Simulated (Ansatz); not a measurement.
```xyz
12

B    -0.0966   -0.6124   -0.5780
C    -0.0024   -0.1851    2.2159
H    -1.0823   -0.2692    2.1781
H     0.3060   -0.1516    3.2566
H     0.3056    0.7331    1.7365
Cl    1.4154    0.2459   -0.9960
N    -1.3129    0.0626   -0.7114
H    -2.1981   -0.3406   -0.4991
H    -1.3593    1.0217   -0.9735
O     0.0329   -1.9441   -0.2496
H    -0.7915   -2.3756   -0.0735
H     0.4582   -1.0510    1.7357
```

Not at a stationary point (largest force 1.2 eV/Å).

All numbers below come from RHF/6-31G* (Ansatz).

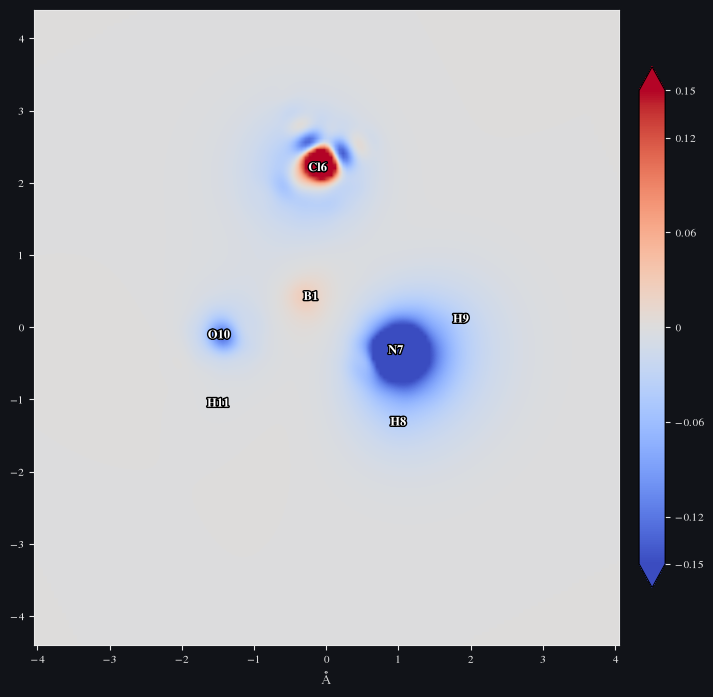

BClH3NO···CH4. The HOMO on the plane of atoms Cl6, B1 and O10 (values in Å⁻³ᐟ²; the overall sign is arbitrary).

Question: Where does this orbital lie, and at what energy?

Answer: Its weight (Hirshfeld) is mainly on N7 (about 45 %), Cl6 (about 35 %) and B1 (about 10 %); largely a combination of lone pairs on N7 and Cl6. Its energy is −11.58 eV.
